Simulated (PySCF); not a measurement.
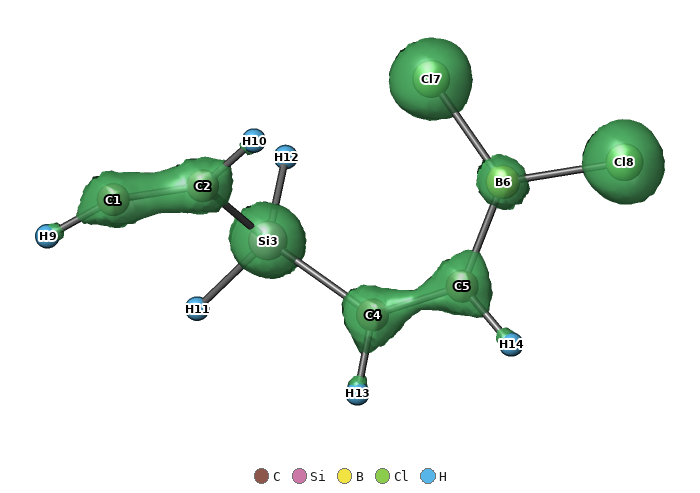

The picture shows: C4H6BCl2Si (doublet). Isosurface of the total electron density at 2 e/Å³ (green), seen at a tilt.

Geometry: GFN2-xTB.

All numbers below come from PySCF, UKS B3LYP, pcH-1 on B C Cl H Si, non-relativistic, mean-field spin-orbit, GIAO.

```yaml
atoms:
  - { symbol: C, position_ang: [2.5710, -0.1315, 1.7879] }
  - { symbol: C, position_ang: [1.5761, 0.2864, 1.1338] }
  - { symbol: Si, position_ang: [-0.1946, -0.6270, 1.1062] }
  - { symbol: C, position_ang: [-0.5356, -0.9913, -0.6858] }
  - { symbol: C, position_ang: [-0.9741, -0.1741, -1.6767] }
  - { symbol: B, position_ang: [-1.3325, 1.3056, -1.5820] }
  - { symbol: Cl, position_ang: [-1.0426, 2.2432, -0.1523] }
  - { symbol: Cl, position_ang: [-2.0364, 2.1269, -2.9387] }
  - { symbol: H, position_ang: [2.9534, -0.9081, 2.4008] }
  - { symbol: H, position_ang: [1.5212, 1.1941, 0.5595] }
  - { symbol: H, position_ang: [-0.0075, -1.9122, 1.7903] }
  - { symbol: H, position_ang: [-1.0955, 0.2293, 1.8649] }
  - { symbol: H, position_ang: [-0.3116, -2.0142, -0.9732] }
  - { symbol: H, position_ang: [-1.0920, -0.6274, -2.6571] }
```

### What does this surface tell about the bonding?

At this value the surface falls into twelve separate pieces. It bridges the sampled C–C (1.26 Å) contacts, where the density stays above the isovalue. It is pinched off along the sampled C–B (1.53 Å), B–Cl (1.73 Å) and C–Si (1.86 Å) contacts. On the grid the lowest density along these lines, outside the cores, is 2.6 e/Å³ (C–C, 1.26 Å), 1.4 e/Å³ (C–B, 1.53 Å), 1.1 e/Å³ (B–Cl, 1.73 Å) and 0.81 e/Å³ (C–Si, 1.86 Å).
